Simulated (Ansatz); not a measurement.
# BH2Br− (SMILES [BH2-]Br): UPBE0/STO-3G

Aim: the vertical doublet–quartet gap of BH2Br− at UPBE0/STO-3G, from 2 runs. 

The calculation is run with Ansatz 0.2.0.

7 further runs of the same task are left out: 6 that didn't finish, 1 set aside as unsound or not needed.

### Step 1. Starting point

BH2Br− has 4 atoms, charge -1, and is taken as a doublet. SMILES: `[BH2-]Br`. Geometry: relaxed at GFN2-xTB.

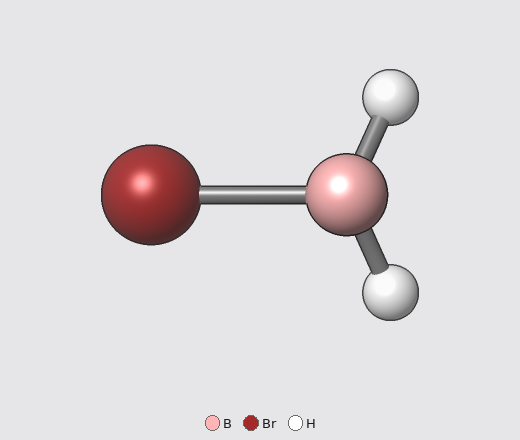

Viewed from a chosen angle; boron pink, bromine red, hydrogen white.

### Step 2. The energy at UPBE0/STO-3G

molecule.yaml reads:

```yaml
basis:
  gaussian:
    orbitals: STO-3G
crystal:
  periodic: [false, false, false]
  atoms:
    - {symbol: B, position_ang: [-0.380570, 0.148840, 0.001750]}
    - {symbol: Br, position_ang: [1.540060, 0.580870, 0.661540]}
    - {symbol: H, position_ang: [-0.770230, -0.861690, 0.547550]}
    - {symbol: H, position_ang: [-0.389260, 0.131980, -1.210840]}
total_charge: -1
magnetization:
  spin_polarized: true
  initial_magnetization: 1
hamiltonian:
  xc: pbe0
accuracy: high
```

Launch:

```bash
$ ansatz run molecule.yaml --threads 1 --pin off --max-ram 2610MiB --events-out events.jsonl --progress --plain --runs-dir runs
```

Standard output:

```text
Warning: RAYON_NUM_THREADS=1 ignored (pool sized by the plan → 1); use --threads N
Functional definition: PBE0
  name "PBE0"
  parameter a = 0.25
  parameter kappa = 0.804
  parameter beta = 0.06672455060314922
  exchange = (1 - a)*pbe_x(kappa = kappa, mu = beta*pi^2/3) + a*exact_x
  correlation = pbe_c(beta = beta)
339 factors; integrals over basis functions are off by at most 9.1e-9 eV
mean field evaluation 1: about -69969.8333 eV, gradient 4.7e0 eV
mean field evaluation 2: about -69970.1474 eV, gradient 1.1e0 eV
mean field evaluation 4: about -69970.1625 eV, gradient 1.3e-1 eV
mean field evaluation 8: about -69970.1430 eV, gradient 4.5e-4 eV
mean field evaluation 16: about -69970.1430 eV, gradient 1.0e-8 eV
mean field -69970.14296312 eV, -2571.3553264282 hartree, gradient 1.0e-8 eV, S^2 0.752506; 0 other end points of the search recorded, 0 dependent functions left out
reference -69970.14296427 eV, -2571.3553264707 hartree; 22, 21 occupied and 3, 4 virtual orbitals, 339 factors
Total energy: -69970.14296427 eV, -2571.3553264707 hartree
```

Run time: 1.9 s. Hardware: 1 thread of Arm Neoverse V1, shared host; peak memory 0.12 GiB.

### Step 3. The quartet, same level

job.yaml reads:

```yaml
crystal:
  periodic: [false, false, false]
  atoms:
    - symbol: B
      position_ang: [-0.380570, 0.148840, 0.001750]
    - symbol: Br
      position_ang: [1.540060, 0.580870, 0.661540]
    - symbol: H
      position_ang: [-0.770230, -0.861690, 0.547550]
    - symbol: H
      position_ang: [-0.389260, 0.131980, -1.210840]
basis:
  gaussian: {orbitals: STO-3G}
total_charge: -1
magnetization: {spin_polarized: true, initial_magnetization: 3}
hamiltonian: {xc: {name: PBE0}}
accuracy: high
```

Launch:

```bash
$ ansatz run job.yaml --threads 1 --pin off --max-ram 2610MiB --events-out events.jsonl --progress --plain --runs-dir runs
```

Standard output, shortened:

```text
Warning: RAYON_NUM_THREADS=1 ignored (pool sized by the plan → 1); use --threads N
[... 7 set-up lines as earlier in the session ...]
339 factors; integrals over basis functions are off by at most 9.1e-9 eV
mean field evaluation 1: about -69957.1648 eV, gradient 1.3e1 eV
mean field evaluation 2: about -69957.5288 eV, gradient 7.9e0 eV
mean field evaluation 4: about -69959.5737 eV, gradient 1.3e0 eV
mean field evaluation 8: about -69959.6070 eV, gradient 5.2e-2 eV
mean field evaluation 16: about -69959.6070 eV, gradient 1.3e-5 eV
mean field -69959.60701959 eV, -2570.9681376450 hartree, gradient 2.6e-8 eV, S^2 3.750834; 4 other end points of the search recorded, 0 dependent functions left out
reference -69959.60702075 eV, -2570.9681376877 hartree; 23, 20 occupied and 2, 5 virtual orbitals, 339 factors
Total energy: -69959.60702075 eV, -2570.9681376877 hartree
```

Wall time 2.2 s (1 thread of Arm Neoverse V1, shared host); peak memory 0.12 GiB.

### Step 4. Results

Level: UPBE0/STO-3G.

| quantity | value |
| --- | --- |
| doublet: total energy | -2571.35533 Eh |
| doublet: ⟨S²⟩ | 0.753 |
| quartet: total energy | -2570.96814 Eh |
| quartet: ⟨S²⟩ | 3.751 |
| vertical energy of the quartet above the doublet | 10.536 eV |

What this shows: At this shape the quartet lies 10.54 eV (243 kcal/mol) above the doublet. For an anion a state so high probably lies above electron detachment. In a minimal basis such a difference can be off by several eV, whatever the method.
